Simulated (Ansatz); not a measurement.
# Profile along the K–K line in K (bcc, W type)

K (bcc, W type), conventional cell a = b = c = 5.2123 Å, α = β = γ = 90.00°. The calculation uses the primitive cell of 1 atom, to which meshes and values per cell refer.

Fields along a shortest K–K line of a {211} plane (4.51 Å), from K to K, interpolated on the slice's grid (step about 0.2 Å). Level of theory: PBEsol (plane waves to 420 eV, PAW, scalar-relativistic; Ansatz, a first-principles code). k mesh 13×13×13. These are valence fields of a PAW run, semicore shells included where kept as valence: close to a nucleus they are smooth pseudo fields. K was relaxed with its symmetry unable to fall.

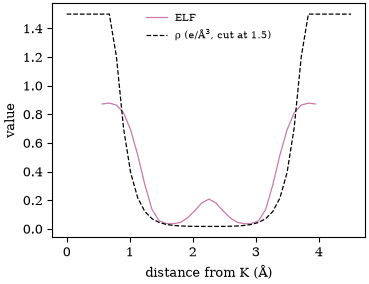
Figure: ELF (away from the nuclei) and valence density from K to K.

Density on the K–K line (4.51 Å) at its midpoint: 0.02 e/Å³. ELF at that point: 0.21.
